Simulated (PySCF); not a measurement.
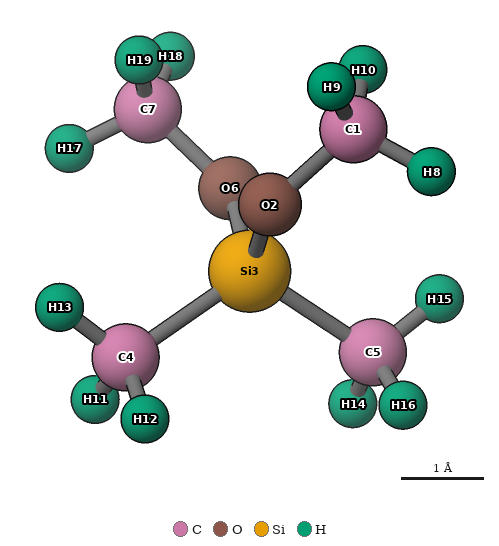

The structure as given in the input (ball-and-stick view, seen at a tilt; atoms are numbered from 1 in the order of the input). Bond lengths as drawn: C–H 1.08 to 1.09 Å, C–O 1.40 Å, C–Si 1.90 Å and O–Si 1.64 Å.

Run report: C$_{4}$H$_{12}$O$_{2}$Si, NMR shielding calculation

C$_{4}$H$_{12}$O$_{2}$Si, SMILES CO[Si](C)(C)OC, computed with GIAO PBE0/pcSseg-1 NMR shielding, non-relativistic, IEF-PCM chloroform (PySCF 2.14.0).

The geometry comes from this level: GFN2-xTB. Figures and captions count atoms from 1; the log counts them from 0 in places.

Log:
```
coarse grid: 15584 points
cycle   1  E = -598.9378432365  dE =  6.235e-01  |g| = 9.184e-01  |ddm| = 3.685e+00
cycle   2  E = -598.7995978687  dE =  1.382e-01  |g| = 1.275e+00  |ddm| = 1.755e+00
cycle   3  E = -599.0932332949  dE = -2.936e-01  |g| = 1.198e-01  |ddm| = 1.143e+00
cycle   4  E = -599.0959624430  dE = -2.729e-03  |g| = 3.458e-02  |ddm| = 1.028e-01
cycle   5  E = -599.0962481050  dE = -2.857e-04  |g| = 4.223e-03  |ddm| = 2.652e-02
cycle   6  E = -599.0962515689  dE = -3.464e-06  |g| = 1.059e-03  |ddm| = 3.409e-03
final grid: 143640 points
cycle   7  E = -599.1572159685  dE = -2.711e-05  |g| = 1.299e-02  |ddm| = 2.242e-02
cycle   8  E = -599.1571880089  dE =  2.796e-05  |g| = 1.806e-02  |ddm| = 1.865e-02
cycle   9  E = -599.1572481478  dE = -6.014e-05  |g| = 1.467e-03  |ddm| = 1.187e-02
cycle  10  E = -599.1572485925  dE = -4.447e-07  |g| = 1.083e-04  |ddm| = 1.204e-03
cycle  11  E = -599.1572485947  dE = -2.292e-09  |g| = 4.140e-05  |ddm| = 1.353e-04
cycle  12  E = -599.1572485951  dE = -3.372e-10  |g| = 9.004e-06  |ddm| = 5.031e-05
```

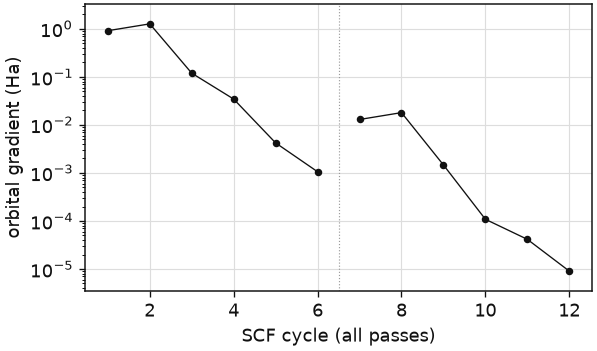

Convergence of the self-consistent field: orbital gradient against the SCF cycle. The dotted line marks the change from a coarse to the final integration grid. The first 6 cycles use a coarse grid, the final grid takes over at cycle 7, and the field converges after 12 cycles in all.

```
converged SCF energy = -599.1572485951

GIAO shielding tensors (ppm)
atom      isotropic    diamagn.    paramagn.     s11        s22        s33       span
  0 C      134.994     243.573    -108.579    106.751    112.340    185.890     79.139
  1 O      306.153     401.199     -95.046    261.270    322.883    334.304     73.034
  2 Si     355.673     883.348    -527.675    341.569    344.312    381.137     39.568
  3 C      190.128     258.144     -68.015    180.262    191.203    198.920     18.659
  4 C      190.120     258.148     -68.028    180.283    191.132    198.945     18.662
  5 O      306.046     401.229     -95.183    261.032    322.659    334.447     73.414
  6 C      135.027     243.594    -108.566    106.774    112.414    185.894     79.120
  7 H       27.917      29.486      -1.569     23.302     25.908     34.541     11.238
  8 H       27.763      28.431      -0.667     23.261     25.286     34.743     11.483
  9 H       27.765      30.430      -2.665     23.080     26.029     34.185     11.105
 10 H       32.031      31.962       0.068     27.761     29.123     39.208     11.447
 11 H       31.713      31.950      -0.237     27.591     29.183     38.364     10.774
 12 H       31.514      32.980      -1.466     27.221     29.314     38.008     10.786
 13 H       31.711      31.961      -0.250     27.588     29.192     38.352     10.764
 14 H       31.514      32.988      -1.473     27.223     29.315     38.005     10.782
 15 H       32.032      31.956       0.076     27.763     29.111     39.223     11.460
 16 H       27.918      29.492      -1.573     23.302     25.910     34.543     11.241
 17 H       27.764      28.441      -0.677     23.260     25.288     34.745     11.485
 18 H       27.768      30.441      -2.674     23.078     26.039     34.185     11.107
```

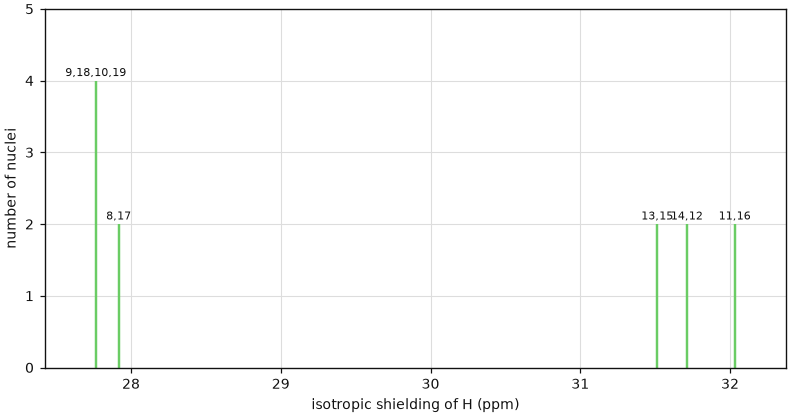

Isotropic shieldings of the hydrogen nuclei in this fixed geometry, labelled by atom number; shielding grows to the right, so chemical shift grows to the left. The least shielded is H9 (27.8 ppm), the most shielded H16 (32.0 ppm).

The run was set up as follows.

Input file:
```
{"job": {"xc": "PBE0", "basis": "pcSseg-1", "solvent": "chloroform", "kind": "nmr", "pop": false}, "charge": 0, "multiplicity": 1}
C      2.148579     0.111700     1.150730
O      0.815014     0.530270     1.054692
Si    -0.389718    -0.161147     0.183966
C     -1.856529     0.956547     0.626416
C     -0.658017    -2.001541     0.555126
O     -0.045723    -0.207183    -1.418193
C      0.220814     0.875686    -2.266046
H      2.223531    -0.782951     1.773334
H      2.719802     0.919027     1.611021
H      2.565631    -0.112202     0.166059
H     -2.720144     0.701544     0.020769
H     -2.141976     0.853306     1.666945
H     -1.625485     2.003289     0.453741
H     -1.544562    -2.385415     0.063563
H      0.184217    -2.600881     0.222982
H     -0.778670    -2.158387     1.622093
H     -0.699739     1.419454    -2.490795
H      0.640033     0.479797    -3.192080
H      0.933137     1.568338    -1.811786
```

The first line tells a small driver script what to run in PySCF; the rest is the geometry in Å.

Command:
```bash
OMP_NUM_THREADS=1 python <driver script> task.json out
```

Summary:

```tsv
quantity	value
outcome	converged
total energy	−599.157249 hartree
HOMO	−7.83 eV
LUMO	1.29 eV
dipole moment	0.93 D
isotropic shielding, C	135.0 to 190.1 ppm
isotropic shielding, O	306.0 to 306.2 ppm
isotropic shielding, Si	355.7 ppm
isotropic shielding, H	27.8 to 32.0 ppm
hardware	1 CPU thread, shared host
wall time	26 s
peak memory	1 GiB
```
